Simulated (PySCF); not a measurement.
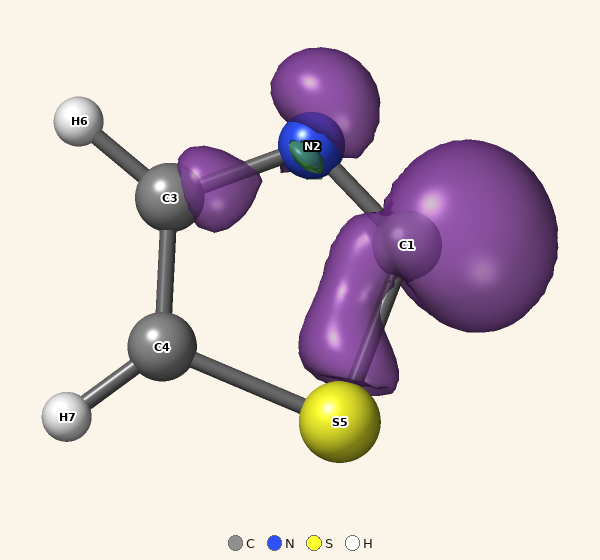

Figure 1: C$_{3}$H$_{2}$NS, doublet, SMILES `[c]1nccs1`. Spin density ρα − ρβ at ±0.05 e/Å³ (purple: excess α, green: excess β).

Method: M06-2X/def2-SVP; geometry: GFN2-xTB; program: PySCF. No frequency check shows the geometry to be a minimum. The stability of the open-shell solution wasn't checked. GFN2-xTB bond lengths at metals and heavier atoms can be off by up to 0.1 Å and shapes distorted, which carries into these values. GFN2-xTB doesn't know the spin state, so this open-shell geometry is rough.

Input script:

```python
import numpy as np
from pyscf import gto, scf, dft
from pyscf.scf import atom_ks, atom_hf
from scipy.linalg import block_diag

def solve(mol, dm0=None, hcore=None):
    mf = (dft.UKS if mol.spin else dft.RKS)(mol, xc='m062x')
    mf.grids.level = 3
    mf = mf.density_fit(auxbasis='def2-universal-jkfit')
    mf.conv_tol, mf.max_cycle = 1e-8, 80
    if hcore is not None:
        mf.get_hcore = lambda *args: hcore
    mf.kernel(dm0)
    if not mf.converged:
        mf = mf.newton().run(mf.mo_coeff, mf.mo_occ, max_cycle=30)
    assert mf.converged, 'SCF not converged'
    return mf

mol = gto.M(atom='''
C     -0.01055     1.23250     0.00000
N     -1.19651     0.82929     0.00000
C     -1.30529    -0.53016     0.00000
C     -0.10273    -1.15965     0.00000
S      1.19068     0.00842     0.00000
H     -2.27754    -0.98687     0.00000
H      0.11371    -2.20905     0.00000
''', basis='def2-svp', charge=0, spin=1, verbose=4)
mf = solve(mol)
mf.analyze()
# spherically averaged free atoms, for the promolecule
atm = atom_ks.get_atm_nrks(mol, xc='m062x')
pro = block_diag(*[(atm[a[0]][2] * atm[a[0]][3]) @ atm[a[0]][2].T for a in mol._atom])
np.savez('result.npz', e=mf.e_tot, c=mf.mo_coeff, occ=mf.mo_occ, eps=mf.mo_energy, pro=pro, dip=mf.dip_moment(verbose=0), s2=mf.spin_square()[0])
```

Launched as:

```sh
OMP_NUM_THREADS=1 python input.py
```

The run took 17 s on 1 thread of Intel(R) Xeon(R) 6975P-C (Granite Rapids), on a shared host, peak memory 0.42 GiB.

Partitions, critical points and surface values were worked out afterwards from this run's density.

Q: Give the atomic spin populations that go with this picture.

A: Hirshfeld spin populations: C1 +0.72, N2 +0.12, S5 +0.10 and C3 +0.05. ⟨S²⟩ = 0.76, against 0.75 for a pure state.
